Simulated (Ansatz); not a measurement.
System: CH2SSe.

```xyz
5

S    -1.2511    0.4190   -0.0756
C     0.2082   -0.3587    0.3485
Se    1.7966   -0.2380   -0.4037
H    -0.7609    1.1073   -1.1249
H     0.0571   -1.0030    1.2143
```

Geometry: PBE0-D4/def2-TZVP.

All numbers below come from RKS PBE0-D4/def2-TZVPP (Ansatz 0.2.0).

What can the converged electron density and electron localisation function tell about the bonding?

C–S (1.71 Å): ρ is about 1.5 e/Å³ halfway; the ELF peaks at about 0.90 between the atoms; a covalent bond.
C–Se (1.76 Å): ρ is about 1.3 e/Å³ halfway; the ELF peaks at about 0.90 between the atoms (a covalent bond).
C–H (1.09 Å): ρ is about 2.1 e/Å³ halfway; the ELF climbs to about 1 towards the hydrogen, as it does in any bond to H: a covalent bond by its length.
S–H (1.35 Å): the density is about 1.5 e/Å³ at the midpoint; the ELF climbs to about 1 towards the hydrogen.

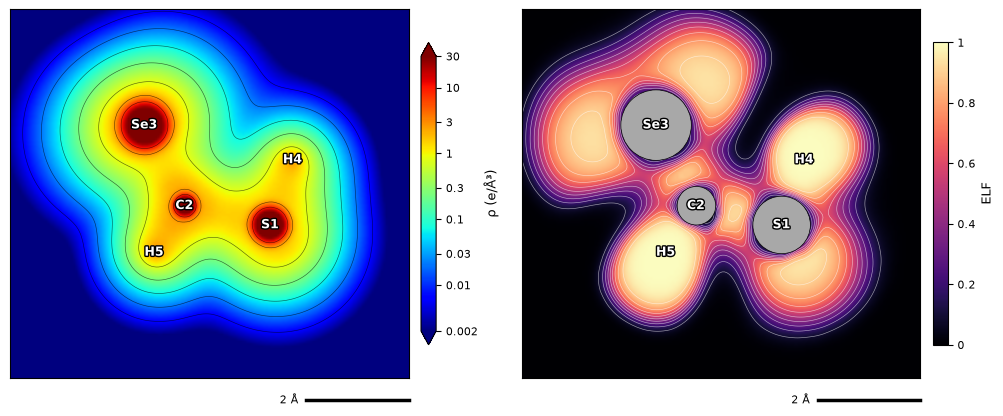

Computed electron density and electron localisation function on the molecular plane, in this order. Grey discs cover the atomic cores in the ELF map. 
